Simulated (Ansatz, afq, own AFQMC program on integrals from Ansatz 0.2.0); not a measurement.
# BH3Br (doublet): AFQMC on the coupled-cluster ladder at distance Br1–H2 along a hydrogen transfer = 1.566 Å, cc-pVTZ

How near does AFQMC come to the top of the ladder for BH3Br (doublet)?

Method: cc-pVTZ, frozen cores; program: Ansatz 0.2.0, Gaussian basis, and an in-house AFQMC program (afq) on its integrals; all values are calculated.

To be run: PBE (unrestricted); CCSD(T) on UHF; r2SCAN (unrestricted); PBE0 (unrestricted); B3LYP (unrestricted); wB97M-V (unrestricted); B2PLYP (unrestricted); Phaseless AFQMC, CISD trial on UHF.

## 1. What is computed

The geometry derives from fragments relaxed apart (PBE0/def2-TZVP) and kept rigid, so it is no stationary point. A hydrogen atom is moved between rigid fragments. No spin-orbit coupling is included. The filled d shell of Br may be among the frozen orbitals whatever the setting's name suggests; the logs give the count.

5 atoms, charge 0, spin multiplicity 2.

Atoms are counted from 1 here; the program's logs count them from 0.

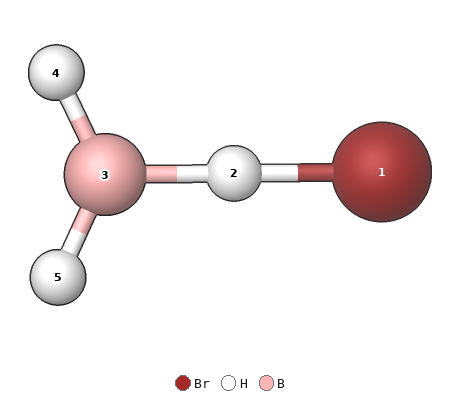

The structure; bromine red, hydrogen white, boron pink; atoms are numbered from 1 in the order of the file.

Coordinates:

```csv
atom,x (Å),y (Å),z (Å)
Br1,-0.4287,0.0000,0.0000
H2,1.1373,0.0000,0.0000
B3,2.5013,0.0000,0.0000
H4,3.0104,0.0000,1.0770
H5,3.0104,0.0000,-1.0770
```

## 2. PBE (unrestricted)

Contents of in.yaml:

```yaml
crystal:
  periodic: [false, false, false]
  atoms:
    - {symbol: Br, position_ang: [-0.428717, 0.000000, 0.000000]}
    - {symbol: H, position_ang: [1.137283, 0.000000, 0.000000]}
    - {symbol: B, position_ang: [2.501283, 0.000000, 0.000000]}
    - {symbol: H, position_ang: [3.010356, 0.000000, 1.077008]}
    - {symbol: H, position_ang: [3.010356, 0.000000, -1.077008]}
basis:
  gaussian: {orbitals: cc-pVTZ}
magnetization: {spin_polarized: true, initial_magnetization: 1}
hamiltonian: {xc: {name: PBE}}
output: {orbitals: {seedname: orbitals}}
```

Started as:

```sh
$ ansatz run in.yaml --threads 1 --pin off --events-out ev --progress --plain --max-ram 5120MiB --backend cpu
```

Log:

```text
Functional definition: PBE
  name "PBE"
  cite "Perdew, Burke & Ernzerhof, Phys. Rev. Lett. 77, 3865 (1996) doi:10.1103/PhysRevLett.77.3865"
  parent pbe
  parameter kappa = 0.804
  parameter beta = 0.06672455060314922
  exchange = pbe_x(kappa = kappa, mu = beta*pi^2/3)
  correlation = pbe_c(beta = beta)
766 factors; their error is unknown
mean field evaluation 1: about -70756.6935 eV, gradient 1.5e1 eV
mean field evaluation 2: about -70755.6817 eV, gradient 1.9e1 eV
mean field evaluation 4: about -70758.3148 eV, gradient 1.2e0 eV
mean field evaluation 8: about -70758.3043 eV, gradient 4.0e-2 eV
mean field evaluation 16: about -70755.4615 eV, gradient 1.1e1 eV
mean field -70758.30431569 eV, -2600.3197219002 hartree, gradient 1.8e-5 eV, S^2 0.752616; 3 other end points of the search recorded, 0 dependent functions left out
reference -70758.30435056 eV, -2600.3197231819 hartree; 22, 21 occupied and 93, 94 virtual orbitals, 766 factors
Total energy: -70758.30435056 eV, -2600.3197231819 hartree
```

Wall time 4.2 s (1 thread of AMD EPYC 7R13 (Zen 3), shared host); peak memory 1.9 GiB.

From the report: ⟨S²⟩ of the determinant 0.753 (pure doublet: 0.75).

## 3. CCSD(T) on UHF

in.yaml, as its differences from that of step 2:

```diff
@@ -11,3 +11,2 @@
 magnetization: {spin_polarized: true, initial_magnetization: 1}
-hamiltonian: {xc: {name: PBE}}
-output: {orbitals: {seedname: orbitals}}
+correlation: {method: ccsd_t, electrons: outside_noble_gas, hamiltonian_folder: ham}
```

Started as:

```sh
$ ansatz run in.yaml --threads 1 --pin off --events-out ev --progress --plain --max-ram 15360MiB --backend cuda --devices 0, --max-vram 18GiB
```

Log (excerpt; [...] marks lines left out):

```text
Functional definition: HF
  name "HF"
  cite "Fock, Z. Phys. 61, 126 (1930) doi:10.1007/BF01340294"
  parent pbe
[...]
680 factors; integrals over basis functions are off by at most 1.1e-3 eV
[...]
mean field -70717.11512481 eV, -2598.8060470546 hartree, gradient 6.8e-6 eV, S^2 0.775905; 3 other end points of the search recorded, 0 dependent functions left out
determinant -70717.11512481 eV, -2598.8060470546 hartree, with singles and doubles -70725.54940816 eV, -2599.1160012508 hartree
determinant -70714.78808058 eV, -2598.7205297563 hartree, with singles and doubles -70723.52559428 eV, -2599.0416274624 hartree
determinant -70714.59214409 eV, -2598.7133292231 hartree, with singles and doubles -70723.03413754 eV, -2599.0235667604 hartree
determinant -70714.55213308 eV, -2598.7118588458 hartree, with singles and doubles -70722.99150417 eV, -2599.0220000130 hartree
15 core orbitals not correlated: weight in the atoms' cores, before any rotation towards them, 1.000 or more for the frozen orbitals, at most 0.000 for the correlated occupied ones
reference -70717.11512481 eV, -2598.8060470546 hartree; 7, 6 occupied and 93, 94 virtual orbitals, 680 factors
second order -7.31553541 eV of doubles, -0.00000000 eV of singles
cycle   1  -8.31731272 eV  change   -4.4e-1 eV  update   1.8e-2
[...]
cycle   9  -8.32907371 eV  change    1.5e-6 eV  update   7.2e-6
perturbative correction -0.27337796 eV, -0.0100464548 hartree
Total energy: -70725.71757648 eV, -2599.1221813224 hartree
```

Run time: 6.5 s. Hardware: 1 × NVIDIA H100 80GB HBM3 with 1 thread of AMD EPYC 7R13 (Zen 3), shared host; peak host memory 1.9 GiB.

From the report: ⟨S²⟩ of the determinant 0.776 (pure doublet: 0.75); correlation -8.6025 eV; T1 0.013; largest double amplitude 0.04.

This run also writes the integrals to the folder ham.

## 4. r2SCAN (unrestricted)

in.yaml, as its differences from that of step 3:

```diff
@@ -11,2 +11,2 @@
 magnetization: {spin_polarized: true, initial_magnetization: 1}
-correlation: {method: ccsd_t, electrons: outside_noble_gas, hamiltonian_folder: ham}
+hamiltonian: {xc: {name: r2SCAN}}
```

Started as:

```sh
$ ansatz run in.yaml --threads 1 --pin off --events-out ev --progress --plain --max-ram 5120MiB --backend cpu
```

Log:

```text
Functional definition: r2SCAN
  name "r2SCAN"
  cite "Furness, Kaplan, Ning, Perdew & Sun, J. Phys. Chem. Lett. 11, 8208 (2020) doi:10.1021/acs.jpclett.0c02405"
  cite "Furness, Kaplan, Ning, Perdew & Sun, J. Phys. Chem. Lett. 11, 9248 (2020) doi:10.1021/acs.jpclett.0c03077"
  parent r2scan
  parameter k0 = 0.174
  parameter k1 = 0.065
  parameter a1 = 4.9479
  exchange = r2scan_x(k0 = k0, k1 = k1, a1 = a1)
  correlation = r2scan_c
766 factors; their error is unknown
mean field evaluation 1: about -70768.2561 eV, gradient 1.2e1 eV
mean field evaluation 2: about -70768.1508 eV, gradient 1.3e1 eV
mean field evaluation 4: about -70769.2841 eV, gradient 8.6e-1 eV
mean field evaluation 8: about -70769.2679 eV, gradient 2.5e-1 eV
mean field evaluation 16: about -70769.2680 eV, gradient 4.2e-5 eV
mean field -70769.26802996 eV, -2600.7226309684 hartree, gradient 4.2e-5 eV, S^2 0.755808; 0 other end points of the search recorded, 0 dependent functions left out
reference -70769.26804158 eV, -2600.7226313954 hartree; 22, 21 occupied and 93, 94 virtual orbitals, 766 factors
Total energy: -70769.26804158 eV, -2600.7226313954 hartree
```

Wall time 4.9 s (1 thread of AMD EPYC 7R13 (Zen 3), shared host); peak memory 1.9 GiB.

From the report: ⟨S²⟩ of the determinant 0.756 (pure doublet: 0.75).

## 5. PBE0 (unrestricted)

in.yaml, as its differences from that of step 4:

```diff
@@ -11,2 +11,3 @@
 magnetization: {spin_polarized: true, initial_magnetization: 1}
-hamiltonian: {xc: {name: r2SCAN}}
+hamiltonian: {xc: {name: PBE0}}
+output: {orbitals: {seedname: orbitals}}
```

Launched as before.

Log:

```text
Functional definition: PBE0
  name "PBE0"
  cite "Adamo & Barone, J. Chem. Phys. 110, 6158 (1999) doi:10.1063/1.478522"
  cite "Perdew, Burke & Ernzerhof, Phys. Rev. Lett. 77, 3865 (1996) doi:10.1103/PhysRevLett.77.3865"
  parent pbe
  parameter a = 0.25
  parameter kappa = 0.804
  parameter beta = 0.06672455060314922
  exchange = (1 - a)*pbe_x(kappa = kappa, mu = beta*pi^2/3) + a*exact_x
  correlation = pbe_c(beta = beta)
805 factors; their error is unknown
mean field evaluation 1: about -70760.2755 eV, gradient 8.5e0 eV
mean field evaluation 2: about -70760.5555 eV, gradient 5.5e0 eV
mean field evaluation 4: about -70760.7648 eV, gradient 5.7e-1 eV
mean field evaluation 8: about -70760.9828 eV, gradient 2.4e-1 eV
mean field evaluation 16: about -70760.9829 eV, gradient 2.6e-5 eV
mean field -70760.98290651 eV, -2600.4181582975 hartree, gradient 2.6e-5 eV, S^2 0.755575; 0 other end points of the search recorded, 0 dependent functions left out
reference -70760.98293281 eV, -2600.4181592638 hartree; 22, 21 occupied and 93, 94 virtual orbitals, 805 factors
Total energy: -70760.98293281 eV, -2600.4181592638 hartree
```

Wall time 2.8 s (1 thread of AMD EPYC 7R13 (Zen 3), shared host); peak memory 1.9 GiB.

From the report: ⟨S²⟩ of the determinant 0.756 (pure doublet: 0.75).

## 6. B3LYP (unrestricted)

in.yaml, as its differences from that of step 5:

```diff
@@ -11,3 +11,2 @@
 magnetization: {spin_polarized: true, initial_magnetization: 1}
-hamiltonian: {xc: {name: PBE0}}
-output: {orbitals: {seedname: orbitals}}
+hamiltonian: {xc: {name: B3LYP}}
```

Same command.

Log (excerpt; [...] marks lines left out):

```text
Functional definition: B3LYP
  name "B3LYP"
  cite "Stephens, Devlin, Chabalowski & Frisch, J. Phys. Chem. 98, 11623 (1994) doi:10.1021/j100096a001"
  cite "Becke, Phys. Rev. A 38, 3098 (1988) doi:10.1103/PhysRevA.38.3098"
  cite "Lee, Yang & Parr, Phys. Rev. B 37, 785 (1988) doi:10.1103/PhysRevB.37.785"
  cite "Vosko, Wilk & Nusair, Can. J. Phys. 58, 1200 (1980) doi:10.1139/p80-159"
[...]
796 factors; their error is unknown
[...]
mean field -70771.39027171 eV, -2600.8006219142 hartree, gradient 2.5e-5 eV, S^2 0.754078; 0 other end points of the search recorded, 0 dependent functions left out
reference -70771.39049519 eV, -2600.8006301267 hartree; 22, 21 occupied and 93, 94 virtual orbitals, 796 factors
Total energy: -70771.39049519 eV, -2600.8006301267 hartree
```

Wall time 2.8 s (1 thread of AMD EPYC 7R13 (Zen 3), shared host); peak memory 1.9 GiB.

From the report: ⟨S²⟩ of the determinant 0.754 (pure doublet: 0.75).

## 7. wB97M-V (unrestricted)

in.yaml, as its differences from that of step 6:

```diff
@@ -11,2 +11,3 @@
 magnetization: {spin_polarized: true, initial_magnetization: 1}
-hamiltonian: {xc: {name: B3LYP}}
+hamiltonian: {xc: {name: wB97M-V}}
+output: {orbitals: {seedname: orbitals}}
```

Launched as before.

Log (excerpt; [...] marks lines left out):

```text
Functional definition: wB97M-V
  name "wB97M-V"
  cite "Mardirossian & Head-Gordon, J. Chem. Phys. 144, 214110 (2016) doi:10.1063/1.4952647"
  cite "Becke, J. Chem. Phys. 107, 8554 (1997) doi:10.1063/1.475007"
  cite "Vydrov & Van Voorhis, J. Chem. Phys. 133, 244103 (2010) doi:10.1063/1.3521275"
  # Of w^i u^j: cxij and so on, Table III.
[...]
  gx(w, u) = 1 - cx + cx01*u + cx10*w
  gss(w, u) = css00 + css04*u^4 + css10*w + css20*w^2 + css43*w^4*u^3
  gos(w, u) = cos00 + cos10*w + (cos20 + cos21*u)*w^2 + (cos60 + cos61*u)*w^6
[...]
      + integral(e_c_pw_mod_opposite_spin*gos(b97_w_opposite, b97_u_opposite)) + vv10(b, c)
788 factors; their error is unknown
153 factors; integrals over basis functions are off by at most 4.1e-5 eV
[...]
mean field -70765.43420387 eV, -2600.5817404583 hartree, gradient 4.0e-5 eV, S^2 0.754363; 0 other end points of the search recorded, 0 dependent functions left out
reference -70765.43424298 eV, -2600.5817418953 hartree; 22, 21 occupied and 93, 94 virtual orbitals, 788 factors
Total energy: -70765.43424298 eV, -2600.5817418953 hartree
```

Run time: 9.5 s. Hardware: 1 thread of AMD EPYC 7R13 (Zen 3), shared host; peak memory 1.9 GiB.

From the report: ⟨S²⟩ of the determinant 0.754 (pure doublet: 0.75).

## 8. B2PLYP (unrestricted)

in.yaml, as its differences from that of step 7:

```diff
@@ -11,3 +11,3 @@
 magnetization: {spin_polarized: true, initial_magnetization: 1}
-hamiltonian: {xc: {name: wB97M-V}}
-output: {orbitals: {seedname: orbitals}}
+hamiltonian: {xc: {name: B2PLYP}}
+correlation: {electrons: outside_noble_gas}
```

Launched as before.

Log (excerpt; [...] marks lines left out):

```text
Functional definition: B2PLYP
  name "B2PLYP"
  cite "Grimme, J. Chem. Phys. 124, 034108 (2006) doi:10.1063/1.2148954"
  cite "Becke, Phys. Rev. A 38, 3098 (1988) doi:10.1103/PhysRevA.38.3098"
  cite "Lee, Yang & Parr, Phys. Rev. B 37, 785 (1988) doi:10.1103/PhysRevB.37.785"
[...]
680 factors; integrals over basis functions are off by at most 1.1e-3 eV
[...]
mean field -70755.56390641 eV, -2600.2190137169 hartree, gradient 9.0e-6 eV, S^2 0.760500; 0 other end points of the search recorded, 0 dependent functions left out
15 core orbitals not correlated: weight in the atoms' cores, before any rotation towards them, 1.000 or more for the frozen orbitals, at most 0.000 for the correlated occupied ones
reference -70755.56404853 eV, -2600.2190189394 hartree; 7, 6 occupied and 93, 94 virtual orbitals, 680 factors
second order -8.93403475 eV of doubles, -0.00000000 eV of singles
Total energy: -70757.97623791 eV, -2600.3076652642 hartree
```

Wall time 3.8 s (1 thread of AMD EPYC 7R13 (Zen 3), shared host); peak memory 1.9 GiB.

From the report: ⟨S²⟩ of the determinant 0.761 (pure doublet: 0.75).

## 9. Phaseless AFQMC, CISD trial on UHF

It reads the integrals that the CCSD(T) run on this determinant wrote.

Started as:

```sh
$ afq ham --method phaseless --trial cisd --walkers 900 --populations 20 --least-time 60 --time-step 0.005 --steps-per-block 50 --equilibration-blocks 28 --max-blocks 4000 --target-error 0.00021 --factor-cut 1e-05 --start spin_pure --seed 3164 --release-times 0.24,0.51,0.99,1.62,2.4 --release-step 0.03 --release-every 3 --taylor-order 6
```

Log:

```text
orbitals 100  electrons 7 6  factors 621 of 680
reference energy -2598.80604705 Eh
CCSD correlation -0.30608790 Eh in 11 cycles, weight of the determinant in the CISD state 0.8731
energy of the start -2599.110902 Eh
 block  time / (1/Eh)  mean weight  energy / Eh
     1     0.250  0.9993  -2599.106886
     2     0.500  0.9996  -2599.110509
     3     0.750  0.9996  -2599.113366
     4     1.000  0.9994  -2599.116911
     5     1.250  1.0002  -2599.119908
     6     1.500  1.0006  -2599.121145
     7     1.750  1.0000  -2599.123554
     8     2.000  0.9995  -2599.122832
     9     2.250  1.0000  -2599.122698
    10     2.500  0.9996  -2599.122061
    11     2.750  1.0004  -2599.121930
    13     3.250  1.0002  -2599.122059
    15     3.750  1.0001  -2599.121579
    17     4.250  0.9999  -2599.121618
    19     4.750  0.9999  -2599.122763
    21     5.250  1.0003  -2599.123279
    23     5.750  0.9993  -2599.123107
    25     6.250  1.0000  -2599.125529
    27     6.750  1.0005  -2599.123080
    29     7.250  0.9994  -2599.123915
    31     7.750  0.9996  -2599.123995
    33     8.250  1.0006  -2599.123747
    35     8.750  1.0002  -2599.123735
    37     9.250  1.0004  -2599.123584
    39     9.750  1.0003  -2599.124383
    41    10.250  0.9999  -2599.122832
    43    10.750  1.0002  -2599.125043
    45    11.250  1.0005  -2599.122697
    47    11.750  0.9999  -2599.121107
    49    12.250  0.9999  -2599.123982
    51    12.750  0.9999  -2599.123003
    53    13.250  1.0003  -2599.123733
    55    13.750  1.0009  -2599.122553
    57    14.250  1.0014  -2599.121860
    59    14.750  0.9997  -2599.122557
    61    15.250  1.0006  -2599.124070
    63    15.750  0.9994  -2599.123988
    65    16.250  1.0003  -2599.122497
    67    16.750  0.9996  -2599.121750
    69    17.250  1.0002  -2599.122922
    71    17.750  0.9995  -2599.123839
    73    18.250  0.9994  -2599.123498
    75    18.750  1.0004  -2599.122231
    77    19.250  1.0000  -2599.122753
    79    19.750  0.9998  -2599.124187
    81    20.250  1.0007  -2599.123356
    83    20.750  0.9997  -2599.123654
    85    21.250  0.9995  -2599.123694
    87    21.750  1.0004  -2599.122841
error from the spread of 20 populations
released: time / (1/Eh)  energy / Eh  error  mean overlap
  0.24  -2599.123728  0.000177  0.9929
  0.51  -2599.123566  0.000169  0.9990
  0.99  -2599.123658  0.000172  0.9919
  1.62  -2599.123802  0.000182  0.9803
  2.40  -2599.123408  0.000347  0.9650
energy -2599.123291 +/- 0.000205 Eh
```

Wall time 98 s (1 × NVIDIA H100 80GB HBM3 with 2 threads of AMD EPYC 7R13 (Zen 3), shared host); peak host memory 1.9 GiB.

Energy -70725.7478 ± 0.0056 eV. Caveats: constraint bias not in the error.

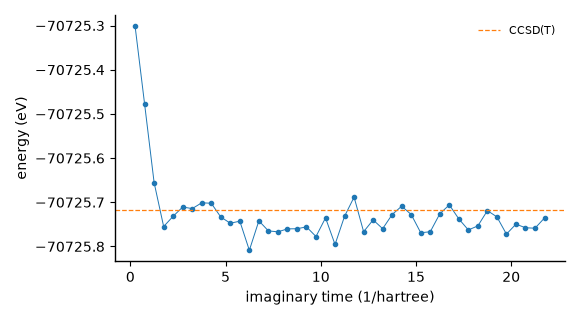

Block energies along the walk.

## 10. All levels side by side

On the UHF determinant, counted from CCSD(T) (a yardstick, not exact):

```csv
level,energy (eV),from CCSD(T) (meV),statistical error (meV),time
HF,-70717.1151,+8602.5,,
MP2,-70724.4307,+1286.9,,
CCSD,-70725.4442,+273.4,,
CCSD(T),-70725.7176,0.0,,
"Phaseless AFQMC, CISD trial, step 0.005, 900 walkers",-70725.7478,-30.2,5.6,98 s
```

The functionals' totals stand on their own zeros and serve differences with other points: PBE -70758.304 eV; r2SCAN -70769.268 eV; PBE0 -70760.983 eV; B3LYP -70771.390 eV; wB97M-V -70765.434 eV; B2PLYP -70757.976 eV.

## 11. Results

| quantity | value |
| --- | --- |
| Phaseless AFQMC, CISD trial on UHF from CCSD(T) | -30.2 ± 5.6 meV |

In words: On UHF the phaseless walk with the CISD trial lies -30.2 meV from CCSD(T), 5 times its error bar. Error bars are statistical and leave out the constraint, the time step and what remains of the start.
